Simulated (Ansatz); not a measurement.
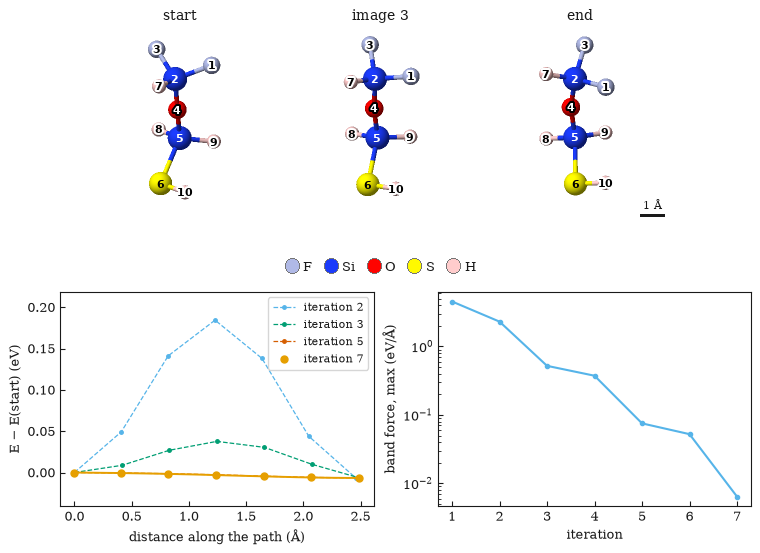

A nudged-elastic-band calculation for Si$_{2}$H$_{4}$SOF$_{2}$. Images are numbered from 0 (start) to 6 (end). The plot follows the band through its iterations. Style: ball-and-stick. Shown from a free direction.

These are results of RKS PBE0/6-31G (Ansatz 0.2.0), not measurements. Run with 5 movable images; climbing image; force threshold 0.05 eV/Å; iteration limit 36; starting path by straight interpolation.

> How did the profile develop, and is the result final?

The run is converged, with reservations. The band converged in 7 iterations. The largest component of the band force went from 4.5 to 0.0064 eV/Å. The straight starting path can push atoms close together and costs iterations. The first iteration put the highest image at 0.676 eV. No barrier shows: the energy is highest at the start, and the end lies 0.007 eV below the start.

The run took 5.4 min on 1 thread of Arm Neoverse N1 (shared host), peak memory 0.18 GiB.
